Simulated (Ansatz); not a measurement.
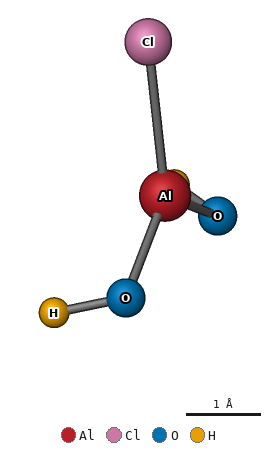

This is the input geometry for a relaxation of AlH2O2Cl. A ball-and-stick model, seen from a free direction.

The run prepares the start of a later molecular dynamics calculation, from a guessed geometry.

All numbers below come from RKS PBE-D4/def2-SVP in Ansatz.

Input file:
```yaml
crystal:
  periodic: [false, false, false]
  atoms:
    - { symbol: Al, position_ang: [0.0, 0.0, 0.0] }
    - { symbol: Cl, position_ang: [0.0, 0.0, 2.23] }
    - { symbol: O, position_ang: [1.5415, 0.0, -0.89] }
    - { symbol: H, position_ang: [1.8414, -0.9519, -1.0449] }
    - { symbol: O, position_ang: [-1.5415, 0.0, -0.89] }
    - { symbol: H, position_ang: [-2.0512, -0.8467, -0.6815] }
basis:
  gaussian: { orbitals: def2-SVP }
hamiltonian:
  xc: pbe
  dispersion: d4
relax:
  f_tol: 0.02
  max_steps: 40
output:
  orbitals: {}
```

Launched with:
```bash
ansatz run input.yaml --threads 1 --pin off --max-ram 2048MiB --backend cpu --events-out ev --progress --plain --runs-dir out
```

> Where does the relaxation end?

Over 9 geometry steps the energy falls by 55.2 kJ/mol. Largest force component: 1.6 eV/Å at the start, 0.0055 eV/Å at the end. The largest move after the best rigid fit is that of H4, 0.63 Å. Largest moves by element: H 0.63 Å, O 0.53 Å, Al 0.26 Å, Cl 0.23 Å. Some distances before and after: Al1–Cl2 2.230 → 2.103 Å, Al1–O3 1.780 → 1.706 Å, O3–H4 1.010 → 0.970 Å. Among the angles between lasting bonds that change: Al1–O5–H6 109.5° → 122.5°, Al1–O3–H4 109.5° → 121.2°, Cl2–Al1–O3 120.0° → 117.1°. Groups turn about Al1–O3 by about 90°, Al1–O5 by about 65°.

The structure at the end:

```xyz
6

Al    0.0475   -0.2364    0.0957
Cl   -0.1386    0.1687    2.1508
O     1.6281   -0.3231   -0.5399
H     1.7830   -0.5052   -1.4801
O    -1.3096   -0.4717   -0.9168
H    -2.2203   -0.4309   -0.5860
```

After the run, drawn alike:

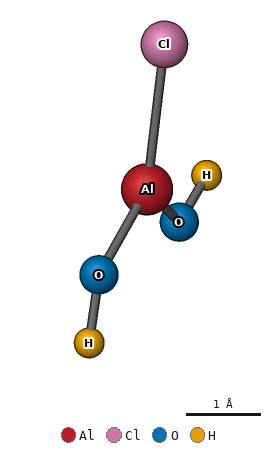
